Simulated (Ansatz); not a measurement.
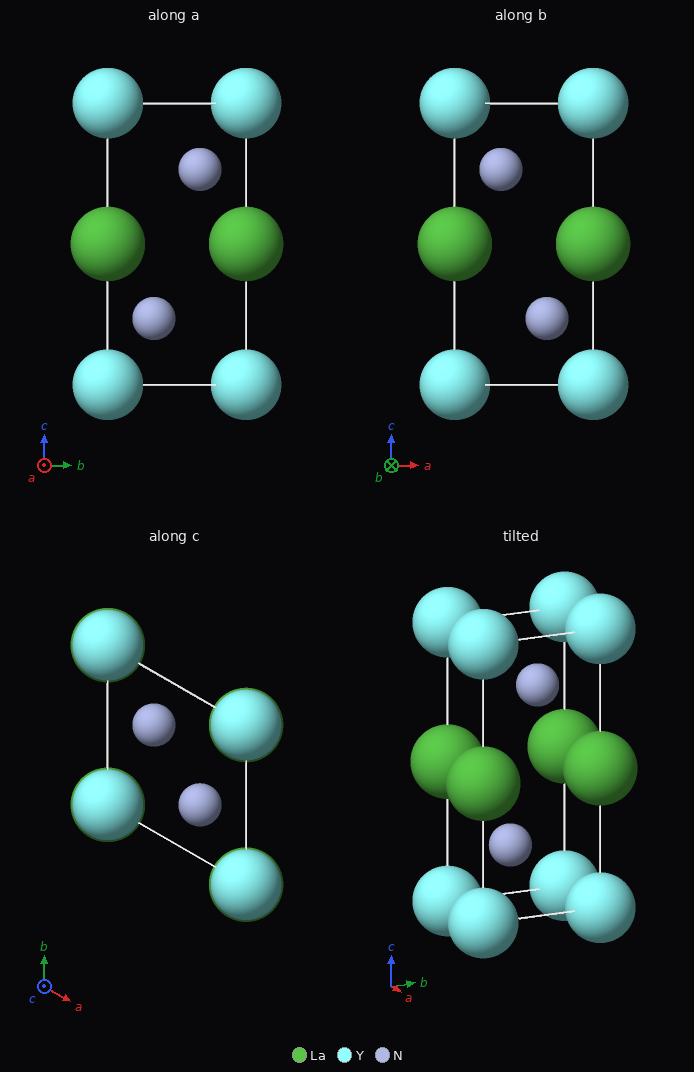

Figure: spheres-only view along the a axis, along the b axis, along the c axis and slightly off an axis. The parallelepiped is the conventional unit cell.

Lattice parameters: a = 3.531 Å, b = 3.531 Å, c = 6.228 Å, α = 90.00°, β = 90.00°, γ = 120.00°.

### Turn the picture into a table of Wyckoff sites, with free fractional coordinates to two decimals.

Space group P-3m1 (No. 164).
```
atom  site       x       y     z
  La    1b    0.00    0.00  0.50
   Y    1a    0.00    0.00  0.00
   N    2d  0.3333  0.6667  0.76
```

The structure comes from a structure type filled with these elements by a generator (whether the compound takes this form wasn't checked). This is the structure after a relaxation with DFT PBE, scalar-relativistic, plane waves, PAW (Ansatz 0.2.0).
